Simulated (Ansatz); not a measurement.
# Energy over volume and axial ratio for Ge (diamond)

Ge (diamond)

```
CELL_PARAMETERS angstrom
      0.00000     2.88111     2.88111
      2.88111     0.00000     2.88111
      2.88111     2.88111     0.00000
ATOMIC_POSITIONS crystal
  Ge 0.50000 0.50000 0.50000
  Ge 0.75000 0.75000 0.75000
```

The relaxed cell is deformed in two ways at once: its volume V is scaled, and at that volume it is stretched along z (the c axis of the conventional cell) so that c/a changes. Fractional atomic positions are held.

All values below come from PBE (plane waves to 420 eV, PAW, scalar-relativistic; Ansatz, an electronic-structure program). k mesh 14×14×14 (Γ-centred), Fermi-Dirac smearing 0.05 eV. E stands for the smeared free energy. With partly filled bands, the response to shear is sensitive to the k mesh, so small differences along c/a are uncertain. Ge was relaxed with its symmetry unable to fall. The PAW data are Ansatz's earlier set. The zero of ΔE is the relaxed starting cell.

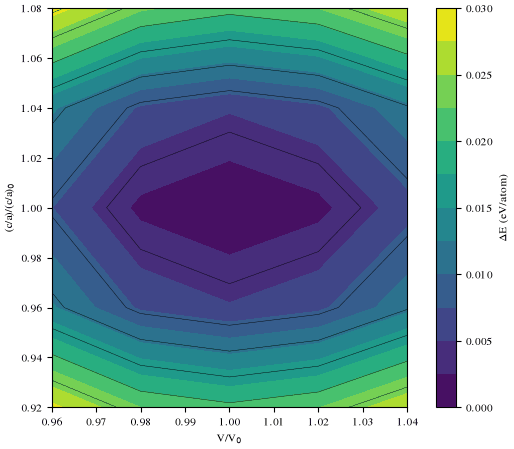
Fig. 1. ΔE (eV/atom) over the 5×5 grid of computed points.

The shear modulus C′ = (C11 − C12)/2 (fit, atoms clamped) is 33 GPa. Highest place on the grid: V/V₀ = 0.960, (c/a)/(c/a)₀ = 1.080 (29 meV/atom). Lowest place on the grid: V/V₀ = 1.000, (c/a)/(c/a)₀ = 1.000 (0 meV/atom).

Near the relaxed cell σzz − σxx = −2Cδ (compression positive), C being this modulus and δ the logarithm of the ratio.

(Under strain, the slope of the energy per volume gives the stress and its curvature an elastic modulus.)
